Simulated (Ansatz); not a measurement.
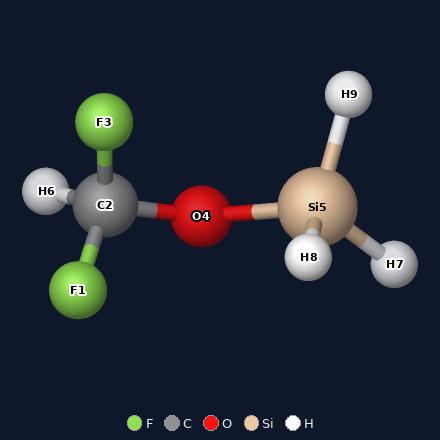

The system is CH4F2OSi, SMILES FC(F)O[SiH3]; the picture shows the reference structure. Coordinates scanned: (1) bond length Si5–H7; (2) bond length Si5–H9. Nothing is relaxed (all other coordinates rigid). The scan uses a 15 × 15 grid. Energies: kJ/mol, counted from the lowest grid point. The reference is spin-restricted, which grows unreliable where a bond is stretched far. These are results of RKS PBE0-D4/def2-SVP in Ansatz, not measurements.

Its coordinates:

```xyz
9

F     1.7297   -0.7343   -0.8795
C     1.3110   -0.2713    0.3143
F     1.4659    1.0737    0.2772
O     0.0268   -0.5934    0.5319
Si   -1.3124    0.1529   -0.1996
H     1.9559   -0.6856    1.1064
H    -2.4092   -0.8384   -0.0630
H    -1.0259    0.4435   -1.6313
H    -1.6532    1.4068    0.5266
```

Range: bond length Si5–H7 from 1.217 to 2.227 Å; bond length Si5–H9 from 1.280 to 2.084 Å.

Q: What landscape does the calculation give?

A: The lowest grid point is at bond length Si5–H7 = 1.506 Å, bond length Si5–H9 = 1.510 Å. It is the only kind of minimum in the scanned range. The highest grid point, bond length Si5–H7 = 2.227 Å, bond length Si5–H9 = 2.084 Å, lies 346 kJ/mol above the lowest. Round the minimum the contours are nearly round: the two directions are equally stiff and uncoupled.

| bond length Si5–H9 ↓, bond length Si5–H7 → | 1.217 | 1.290 | 1.362 | 1.434 | 1.506 | 1.578 | 1.650 | 1.722 | 1.794 | 1.867 | 1.939 | 2.011 | 2.083 | 2.155 | 2.227 |
| --- | --- | --- | --- | --- | --- | --- | --- | --- | --- | --- | --- | --- | --- | --- | --- |
| 2.084 | 241 | 190 | 161 | 148 | 146 | 153 | 166 | 183 | 203 | 226 | 249 | 274 | 298 | 322 | 346 |
| 2.026 | 222 | 171 | 142 | 128 | 127 | 133 | 147 | 164 | 184 | 206 | 230 | 254 | 279 | 303 | 327 |
| 1.969 | 203 | 152 | 123 | 109 | 108 | 115 | 128 | 145 | 165 | 188 | 211 | 235 | 260 | 284 | 308 |
| 1.912 | 185 | 134 | 104 | 91 | 89 | 96 | 109 | 126 | 147 | 169 | 193 | 217 | 241 | 266 | 290 |
| 1.854 | 167 | 116 | 86 | 73 | 71 | 78 | 91 | 108 | 128 | 151 | 174 | 199 | 223 | 247 | 271 |
| 1.797 | 150 | 99 | 70 | 56 | 54 | 61 | 74 | 91 | 111 | 134 | 157 | 182 | 206 | 231 | 254 |
| 1.739 | 135 | 84 | 54 | 41 | 39 | 45 | 58 | 75 | 95 | 118 | 141 | 166 | 190 | 214 | 238 |
| 1.682 | 121 | 70 | 40 | 27 | 25 | 32 | 44 | 61 | 81 | 104 | 127 | 151 | 176 | 200 | 224 |
| 1.625 | 110 | 58 | 29 | 15 | 13 | 20 | 33 | 50 | 69 | 92 | 115 | 139 | 164 | 188 | 212 |
| 1.567 | 101 | 50 | 20 | 7 | 5 | 11 | 24 | 41 | 60 | 83 | 106 | 130 | 155 | 179 | 203 |
| 1.510 | 97 | 46 | 16 | 2 | 0 | 7 | 19 | 36 | 56 | 78 | 101 | 126 | 150 | 174 | 198 |
| 1.452 | 98 | 47 | 17 | 3 | 1 | 7 | 20 | 37 | 56 | 78 | 102 | 126 | 150 | 175 | 199 |
| 1.395 | 106 | 55 | 25 | 11 | 8 | 15 | 27 | 44 | 64 | 86 | 109 | 133 | 158 | 182 | 206 |
| 1.337 | 123 | 71 | 42 | 27 | 25 | 31 | 44 | 61 | 80 | 102 | 125 | 150 | 174 | 198 | 222 |
| 1.280 | 151 | 99 | 69 | 55 | 52 | 59 | 71 | 88 | 107 | 129 | 152 | 177 | 201 | 225 | 249 |

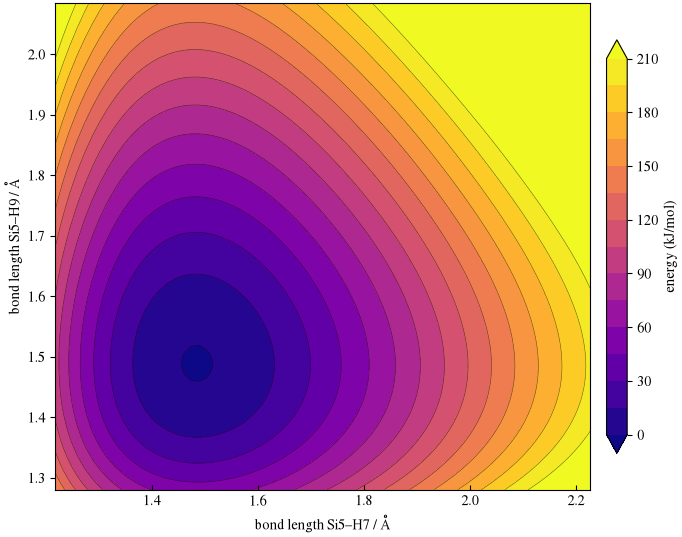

The picture shows filled contours, one colour for all values above the top of the scale. Between grid points the surface is interpolated.

Each point was launched as `ansatz run input.yaml --threads 1 --pin off --max-ram 2560MiB --backend cpu --events-out ev --progress --plain --runs-dir out`. The whole map (225 points run) took 27 min on 1 thread of Arm Neoverse N1, on a shared host.
